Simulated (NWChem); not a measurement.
# C4H2N (SMILES N#CC1=C[CH]1): levels of theory compared

Aim: a comparison of 3 runs (UHF/def2-SVP, UPBE/6-31G, UPBE0/def2-SVP) of C4H2N. 

The results are computed with NWChem 7.3.0.

## 1. The system as given

C4H2N has 7 atoms, charge 0, and is taken as a doublet. As SMILES, `N#CC1=C[CH]1`. Geometry: relaxed at GFN2-xTB.

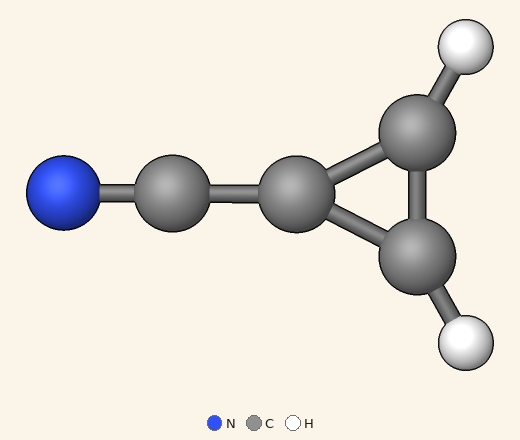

The structure, seen from a chosen angle (nitrogen blue, carbon grey, hydrogen white).

## 2. Energy and forces at UHF/def2-SVP (run 1)

The input, c4h2n.nw:

```
start c4h2n
title "C4H2N gradient"
memory stack 880 mb heap 220 mb global 1100 mb

geometry units bohr noautosym nocenter noautoz
 N      1.47765245    -4.86903054     1.71787443
 C      0.87847698    -2.86412561     1.01510418
 C      0.19738189    -0.57801053     0.21242411
 C     -0.99199283     1.87971058     0.54439230
 C     -0.00638727     1.38772038    -1.70024329
 H     -1.95940033     3.11243562     1.79937832
 H      0.40426911     1.93130010    -3.58893006
end

basis spherical bse
 * library def2-SVP
end

scf
 doublet
 uhf
 thresh 1e-08
 maxiter 80
 print medium
end

task scf gradient
```

The run is started by

```console
$ nwchem c4h2n.nw > c4h2n.out
```

The log of the run:

```text
[...]
  functions       =    80
[...]
  wavefunction    = UHF
[...]
         Total SCF energy =   -206.772188741849
      One electron energy =   -522.227598523944
      Two electron energy =    192.127031416239
 Nuclear repulsion energy =    123.328378365856
                       Sz =      0.5000
                 Sz(Sz+1) =      0.7500
                      S^2 =      0.9283
[...]
                         UHF ENERGY GRADIENTS
    atom               coordinates                        gradient
                 x          y          z           x          y          z
   1 N       1.477652  -4.869031   1.717874   -0.000217   0.000084  -0.000165
   2 C       0.878477  -2.864126   1.015104   -0.007548   0.026549  -0.008991
   3 C       0.197382  -0.578011   0.212424    0.014275  -0.047344   0.016549
   4 C      -0.991993   1.879711   0.544392   -0.022173   0.025051   0.032493
   5 C      -0.006387   1.387720  -1.700243    0.011658   0.008285  -0.044347
   6 H      -1.959400   3.112436   1.799378    0.005649  -0.008137  -0.006005
   7 H       0.404269   1.931300  -3.588930   -0.001645  -0.004487   0.010467
[...]
```

Run time: 36 s. Hardware: 1 thread of Intel Xeon 6975P-C (Granite Rapids), shared host; peak memory 0.1 GiB.

## 3. Energy and forces at UPBE/6-31G (run 2)

The input, c4h2n.nw:

```
echo
start c4h2n
memory stack 880 mb heap 220 mb global 1100 mb

geometry units angstrom noautosym nocenter noautoz
 N     0.781940   -2.576580    0.909060
 C     0.464870   -1.515630    0.537170
 C     0.104450   -0.305870    0.112410
 C    -0.524940    0.994700    0.288080
 C    -0.003380    0.734350   -0.899730
 H    -1.036870    1.647030    0.952190
 H     0.213930    1.022000   -1.899180
end

basis spherical bse
 N library 6-31G
 C library 6-31G
 H library 6-31G
end

dft
 xc xpbe96 cpbe96
 mult 2
 grid xfine
 convergence energy 1e-08
 iterations 100
 mulliken
 print medium
end

task dft gradient
```

The run is started by

```console
$ nwchem c4h2n.nw > c4h2n.out
```

The log of the run:

```text
[...]
          Wavefunction type:  spin polarized.
          No. of atoms     :     7
          No. of electrons :    33
[...]
          Charge           :     0
          Spin multiplicity:     2
[...]
          AO basis - number of functions:    49
[...]
              XC Information
              --------------
          PerdewBurkeErnzerhof Exchange Functional  1.000
            Perdew 1991 LDA Correlation Functional  1.000 local
           PerdewBurkeErnz. Correlation Functional  1.000 non-local
[...]
 d= 0,ls=0.0,diis     1   -207.7250889319 -3.31D+02  3.90D-02  2.64D-01     1.5
[...]
 d= 0,ls=0.0,diis    15   -207.8870453964 -2.07D-10  2.30D-07  4.94D-11    21.1
[...]
         Total DFT energy =     -207.887045396435
      One electron energy =     -523.074943166088
           Coulomb energy =      220.861134679650
    Exchange-Corr. energy =      -29.001624232903
 Nuclear repulsion energy =      123.328387322906
[...]
      Total Density - Mulliken Population Analysis
     ---------------------------------------------
    Atom       Charge   Shell Charges
 -----------   ------   -------------------------------------------------------
    1 N    7     7.21   2.00  0.86  2.26  0.90  1.19
    2 C    6     6.18   2.00  0.72  2.13  0.39  0.95
    3 C    6     5.97   2.00  0.68  2.13  0.38  0.79
    4 C    6     6.01   2.00  0.72  2.07  0.54  0.68
    5 C    6     6.01   2.00  0.72  2.07  0.54  0.68
    6 H    1     0.81   0.53  0.28
    7 H    1     0.81   0.53  0.28
[...]
      <S2> =      0.7558 (Exact =     0.7500)
[...]
  wavefunction    = open shell
                         DFT ENERGY GRADIENTS
    atom               coordinates                        gradient
                 x          y          z           x          y          z
   1 N       1.477652  -4.869030   1.717874   -0.023027   0.076635  -0.026962
   2 C       0.878477  -2.864125   1.015104    0.015441  -0.050942   0.018074
   3 C       0.197382  -0.578010   0.212424    0.003565  -0.012753   0.004237
   4 C      -0.991993   1.879710   0.544392    0.003059   0.000074  -0.009241
   5 C      -0.006387   1.387720  -1.700243   -0.004378   0.003818   0.007921
   6 H      -1.959400   3.112435   1.799378    0.007747  -0.010959  -0.008528
   7 H       0.404269   1.931300  -3.588930   -0.002407  -0.005874   0.014498
[...]
```

It took 24 s on 1 thread of Intel Xeon 6975P-C (Granite Rapids), shared host; peak memory 0.13 GiB.

## 4. Energy and gradient at UPBE0/def2-SVP (run 3)

The input, c4h2n.xyz:

```xyz
7

N      0.781940    -2.576580     0.909060
C      0.464870    -1.515630     0.537170
C      0.104450    -0.305870     0.112410
C     -0.524940     0.994700     0.288080
C     -0.003380     0.734350    -0.899730
H     -1.036870     1.647030     0.952190
H      0.213930     1.022000    -1.899180
```

The input, c4h2n.nw:

```
start c4h2n
memory stack 880 mb heap 220 mb global 1100 mb

geometry units angstroms noautosym nocenter noautoz
 load format xyz c4h2n.xyz
end

basis spherical bse
 * library def2-SVP
end

dft
 xc pbe0
 mult 2
 grid xfine
 convergence energy 1e-08
 iterations 100
 mulliken
 print medium
end

task dft gradient
```

The run is started by

```console
$ nwchem c4h2n.nw > c4h2n.out
```

The log of the run:

```text
[...]
          Wavefunction type:  spin polarized.
          No. of atoms     :     7
          No. of electrons :    33
[...]
          Charge           :     0
          Spin multiplicity:     2
[...]
          AO basis - number of functions:    80
[...]
              XC Information
              --------------
                         PBE0 Method XC Functional
                     Hartree-Fock (Exact) Exchange  0.250
          PerdewBurkeErnzerhof Exchange Functional  0.750
            Perdew 1991 LDA Correlation Functional  1.000 local
           PerdewBurkeErnz. Correlation Functional  1.000 non-local
[...]
 d= 0,ls=0.0,diis     1   -207.6767561018 -3.31D+02  1.28D-02  1.89D-01     2.5
[...]
 d= 0,ls=0.5,diis    21   -207.8050218925 -4.23D-09  5.18D-07  4.16D-10    52.7
[...]
         Total DFT energy =     -207.805021894372
      One electron energy =     -522.910075312469
           Coulomb energy =      220.730460795035
    Exchange-Corr. energy =      -28.953794699843
 Nuclear repulsion energy =      123.328387322906
[...]
      Total Density - Mulliken Population Analysis
     ---------------------------------------------
    Atom       Charge   Shell Charges
 -----------   ------   -------------------------------------------------------
    1 N    7     7.01   1.99  1.08  0.52  2.21  1.18  0.03
    2 C    6     6.11   1.99  0.93  0.14  2.09  0.91  0.05
    3 C    6     5.98   1.99  0.89  0.37  2.12  0.57  0.05
    4 C    6     6.01   1.99  0.92  0.46  2.05  0.55  0.04
    5 C    6     6.01   1.99  0.92  0.46  2.05  0.55  0.04
    6 H    1     0.94   0.74  0.18  0.03
    7 H    1     0.94   0.74  0.18  0.03
[...]
      <S2> =      0.7667 (Exact =     0.7500)
[...]
  wavefunction    = open shell
                         DFT ENERGY GRADIENTS
    atom               coordinates                        gradient
                 x          y          z           x          y          z
   1 N       1.477652  -4.869030   1.717874   -0.007504   0.024637  -0.008749
   2 C       0.878477  -2.864125   1.015104   -0.000202   0.001457  -0.000277
   3 C       0.197382  -0.578010   0.212424    0.012460  -0.040960   0.014331
   4 C      -0.991993   1.879710   0.544392   -0.014942   0.022004   0.015197
   5 C      -0.006387   1.387720  -1.700243    0.003914   0.012638  -0.027524
   6 H      -1.959400   3.112435   1.799378    0.009602  -0.013123  -0.011162
   7 H       0.404269   1.931300  -3.588930   -0.003327  -0.006653   0.018183
[...]
```

Run time: 60 s. Hardware: 1 thread of Intel Xeon 6975P-C (Granite Rapids), shared host; peak memory 0.14 GiB.

## 5. All runs side by side

| run | level | iteration cap | module | energy (Eh) | dipole moment (D) | HOMO energy (eV) | LUMO energy (eV) | wall time |
| --- | --- | --- | --- | --- | --- | --- | --- | --- |
| 1 | UHF/def2-SVP | 80 | scf | -206.772189 | 5.52 | -8.07 | 2.82 | 36 s |
| 2 | UPBE/6-31G | 100 | dft | -207.887045 | 5.66 | -3.85 | -2.66 | 24 s |
| 3 | UPBE0/def2-SVP | 100 | dft | -207.805022 | 5.61 | -5.27 | -1.76 | 60 s |

## 6. Outcome

| quantity | value |
| --- | --- |
| run 3: total energy | -207.80502 Eh |
| run 3: dipole moment | 5.61 D |
| run 3: HOMO energy (highest over α and β) | -5.27 eV |
| run 3: LUMO energy (lowest over α and β) | -1.76 eV |
| run 3: ⟨S²⟩ | 0.767 |
| run 3: largest force on an atom | 2.322 eV/Å |

What this shows: The dipole moment (its size) runs from 5.52 D (UHF/def2-SVP) to 5.66 D (UPBE/6-31G). The two ends differ in method and basis. Totals of different functionals can't be ranked against each other. Spin contamination of the reference: run 1 ⟨S²⟩ = 0.93. All runs together took 2 min, the longest 60 s.
